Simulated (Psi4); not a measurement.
# C2H2NO (SMILES [H]/N=C/[C]=O): a first try and a second

Aim: a single-point energy of C2H2NO at UMP2/cc-pV(T+d)Z (density fitting, density fitting for correlation).

The calculation is run with Psi4 1.11.

### Step 1. The structure to begin with

C2H2NO has 6 atoms, charge 0, and is taken as a doublet. SMILES: `[H]/N=C/[C]=O`. Geometry: relaxed at GFN2-xTB.

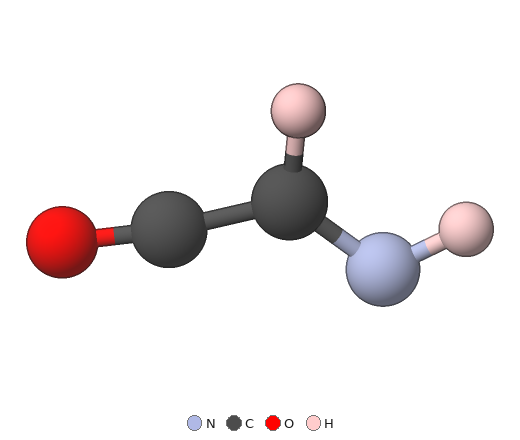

Viewed from a chosen angle; nitrogen light blue, carbon dark grey, oxygen red, hydrogen pink.

### Step 2. Try one

File calc.py:

```python
import psi4

psi4.set_memory(1600000000)
psi4.set_num_threads(1)
psi4.core.set_output_file('psi4.out', False)

mol = psi4.geometry("""
0 2
N     -0.563700     0.543180    -1.070720
C     -0.102090     0.136940     0.084740
C      0.750150    -0.876020     0.298290
O      1.477140    -1.724690     0.618240
H     -1.198900     1.330750    -0.986410
H     -0.362610     0.589830     1.055870
units bohr
""")

psi4.set_options({
    'basis': 'cc-pV(T+d)Z',
    'reference': 'uhf',
    'freeze_core': True,
    'mp2_type': 'df',
    'maxiter': 60,
})

e, wfn = psi4.energy("mp2", return_wfn=True)
print(f'mp2 energy: {e:.10f} Eh')
```

The run is started by

```bash
$ python calc.py
```

psi4.out:

```text
[...]
  Running in c1 symmetry.
[...]
  Nuclear repulsion =  181.743297666958199
[...]
  Multiplicity = 2
[...]
  Nalpha       = 15
  Nbeta        = 14
[...]
    Number of basis functions: 148
[...]
   @DF-UHF iter   1:  -197.64667772588933    1.00452e+01   1.29431e-02 DIIS/ADIIS
[...]
   @DF-UHF iter  18:  -198.65231940449260   -4.03304e-11   9.35835e-09 DIIS
[...]
   @S^2 Observed:                7.509106250E-01
[...]
    Orbital Energies [Eh]
    ---------------------
    Alpha Occupied:
       1A    -20.811159     2A    -15.661849     3A    -11.713557
       4A    -11.474073     5A     -1.822606     6A     -1.669684
       7A     -1.478659     8A     -1.379865     9A     -1.333932
      10A     -0.987784    11A     -0.920482    12A     -0.899136
      13A     -0.841590    14A     -0.392178    15A     -0.099696
    Alpha Virtual:
      16A      0.152063    17A      0.161442    18A      0.192703
      19A      0.209375    20A      0.266693    21A      0.281427
      22A      0.291277    23A      0.380629    24A      0.442227
      25A      0.446847    26A      0.453014    27A      0.569985
[...]
  @DF-UHF Final Energy:  -198.65231940449260
   => Energetics <=
    Nuclear Repulsion Energy =            181.7432976669581990
    One-Electron Energy =                -617.9615194723287459
    Two-Electron Energy =                 237.5659024008779454
    Total Energy =                       -198.6523194044926015
  UHF NO Occupations:
  HONO-2 :   13  A 1.9999769
  HONO-1 :   14  A 1.9996024
[...]
 Multipole Moments:
 ------------------------------------------------------------------------------------
     Multipole            Electronic (a.u.)      Nuclear  (a.u.)        Total (a.u.)
 ------------------------------------------------------------------------------------
 L = 1.  Multiply by 2.5417464519 to convert [e a0] to [Debye]
 Dipole X            :          1.8522790           -1.1589749            0.6933042
 Dipole Y            :         -2.4444400            1.4247589           -1.0196811
 Dipole Z            :         -1.2699358            0.0454477           -1.2244881
 Magnitude           :                                                    1.7377547
[...]
```

On the terminal:

```text
mp2 energy: -199.3016682741 Eh
```

Wall time 4.5 s (1 thread of Intel Xeon Platinum 8259CL at 2.50GHz (Skylake/Cascade Lake), shared host); peak memory 0.27 GiB.

### Step 3. What went wrong

It ran to the end. The result can't be trusted all the same.

The cause is that the coordinates are read in the wrong unit, so the molecule is scaled by the ratio of bohr to ångström. As the program read them, the closest atoms are 0.54 Å apart, against 1.02 Å in the sound input.

### Step 4. Try two

File run.py:

```python
import psi4

psi4.set_memory('1600 MB')
psi4.set_num_threads(1)
psi4.set_output_file('psi4.out', False)

molecule = psi4.geometry("""
0 2
N     -0.563700     0.543180    -1.070720
C     -0.102090     0.136940     0.084740
C      0.750150    -0.876020     0.298290
O      1.477140    -1.724690     0.618240
H     -1.198900     1.330750    -0.986410
H     -0.362610     0.589830     1.055870
""")

psi4.set_options({
    'basis': 'cc-pV(T+d)Z',
    'reference': 'uhf',
    'freeze_core': True,
    'mp2_type': 'df',
})

e = psi4.energy("mp2", molecule=molecule)
print(f'total energy {e:.8f} hartree = {e * 27.211386:.5f} eV')
```

The run is started by

```bash
$ python run.py
```

psi4.out:

```text
[...]
  Running in c1 symmetry.
[...]
  Nuclear repulsion =   96.174411317368453
[...]
  Multiplicity = 2
[...]
  Nalpha       = 15
  Nbeta        = 14
[...]
    Number of basis functions: 148
[...]
   @DF-UHF iter   1:  -206.07167693915676   -8.18149e-01   3.44731e-03 DIIS/ADIIS
[...]
   @DF-UHF iter  20:  -206.21410783496003   -2.45279e-11   8.86774e-09 DIIS
[...]
   @S^2 Observed:                8.582027503E-01
[...]
    Orbital Energies [Eh]
    ---------------------
    Alpha Occupied:
       1A    -20.644214     2A    -15.584148     3A    -11.385279
       4A    -11.291364     5A     -1.489320     6A     -1.246715
       7A     -1.021155     8A     -0.765344     9A     -0.716887
      10A     -0.691424    11A     -0.681660    12A     -0.598779
      13A     -0.553883    14A     -0.469810    15A     -0.334193
    Alpha Virtual:
      16A      0.096817    17A      0.161879    18A      0.177913
      19A      0.215220    20A      0.245932    21A      0.354019
      22A      0.402907    23A      0.405536    24A      0.450904
      25A      0.494849    26A      0.498439    27A      0.514972
[...]
  @DF-UHF Final Energy:  -206.21410783496003
   => Energetics <=
    Nuclear Repulsion Energy =             96.1744113173684525
    One-Electron Energy =                -470.5771687827052574
    Two-Electron Energy =                 168.1886496303767444
    Total Energy =                       -206.2141078349600321
  UHF NO Occupations:
  HONO-2 :   13  A 1.9981005
  HONO-1 :   14  A 1.9500444
[...]
 Multipole Moments:
 ------------------------------------------------------------------------------------
     Multipole            Electronic (a.u.)      Nuclear  (a.u.)        Total (a.u.)
 ------------------------------------------------------------------------------------
 L = 1.  Multiply by 2.5417464519 to convert [e a0] to [Debye]
 Dipole X            :          1.6860659           -2.1901451           -0.5040792
 Dipole Y            :         -1.9986326            2.6924041            0.6937714
 Dipole Z            :          0.4699133            0.0858836            0.5557969
 Magnitude           :                                                    1.0219222
[...]
```

Standard output:

```text
total energy -206.91521735 hartree = -5630.44985 eV
```

It took 4.8 s on 1 thread of Intel Xeon Platinum 8259CL at 2.50GHz (Skylake/Cascade Lake), shared host; peak memory 0.27 GiB.

### Step 5. Outcome

Level: UMP2/cc-pV(T+d)Z (density fitting, density fitting for correlation).

```
                                                  quantity          value
                                              total energy  -206.91522 Eh
HOMO energy (Hartree–Fock orbitals) (highest over α and β)       -9.09 eV
 LUMO energy (Hartree–Fock orbitals) (lowest over α and β)        2.63 eV
               correlation energy (4 core orbitals frozen)     -701.1 mEh
                         ⟨S²⟩ of the reference determinant          0.858
```

**Reading.** The first attempt's energy was +207.175 eV off this one. ⟨S²⟩ is 0.86 where a pure doublet has 0.75: the reference is spin-contaminated.
